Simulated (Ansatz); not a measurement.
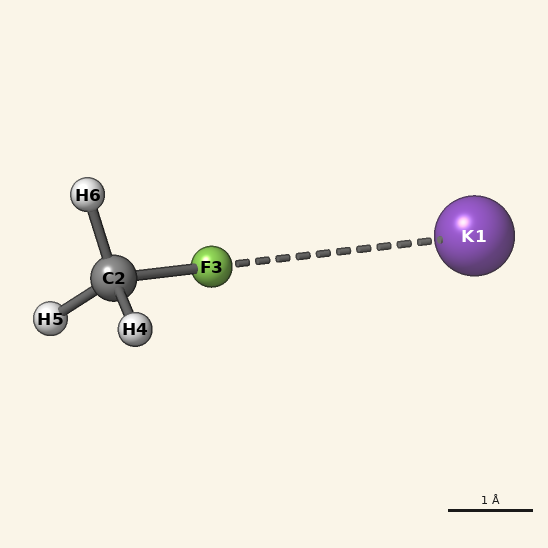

Two molecules or ions; the broken line marks their closest contact (measured against van der Waals radii). State: charge +1, singlet. Geometry: a pair of rigid molecules at a changed separation. Program: Ansatz 0.2.0.

Question: Which two species are they?

Answer: K and CH3F (`CF.[K+]`).

Question: How long is the contact?

Answer: K1···F3 is 3.80 Å.

Give the counterpoise-corrected interaction energy (kJ/mol, monomers kept as in the pair) with RHF-CCSD(T) (frozen core)/def2-TZVPPD; ωB97M-V/def2-TZVPPD.

```csv
level,interaction energy (kJ/mol)
RHF-CCSD(T) (frozen core)/def2-TZVPPD,−34.4
ωB97M-V/def2-TZVPPD,−34.6
```
